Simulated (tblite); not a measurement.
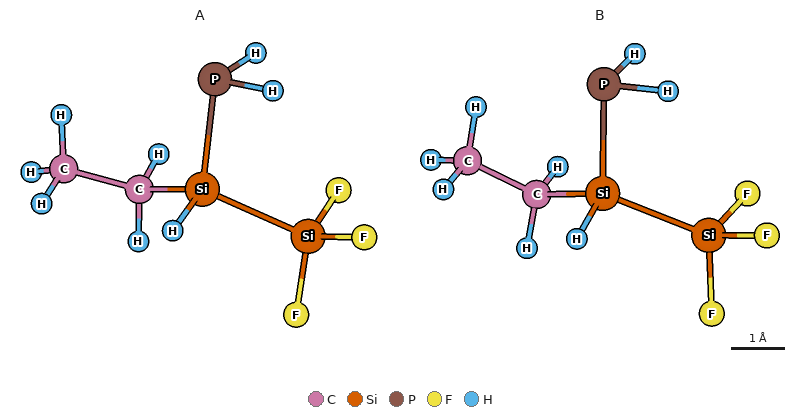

Two geometries of C$_{2}$H$_{8}$F$_{3}$PSi$_{2}$, drawn at one scale. One is the start of a relaxation, the other its converged end. Style: ball-and-stick. Shown at a tilt.

Theory: GFN2-xTB geometry optimisation, gas phase (tblite). 

Question: Which geometry has the lower energy?

Answer: Structure B is the relaxed one. The atom that moves furthest after the best rigid fit is an H atom (0.40 Å). Largest moves by element: H 0.40 Å, F 0.30 Å, P 0.24 Å, C 0.17 Å, Si 0.08 Å. Some distances before and after: C–Si 1.854 → 1.911 Å, H–P 1.436 → 1.390 Å, Si–Si 2.332 → 2.289 Å, H–P 1.413 → 1.388 Å. Among the angles between lasting bonds that change: Si–Si–F 109.9° → 117.7°, Si–Si–F 110.0° → 117.4°, F–Si–F 108.8° → 101.6°. The energy falls by 6.05 kcal/mol in 105 geometry steps.
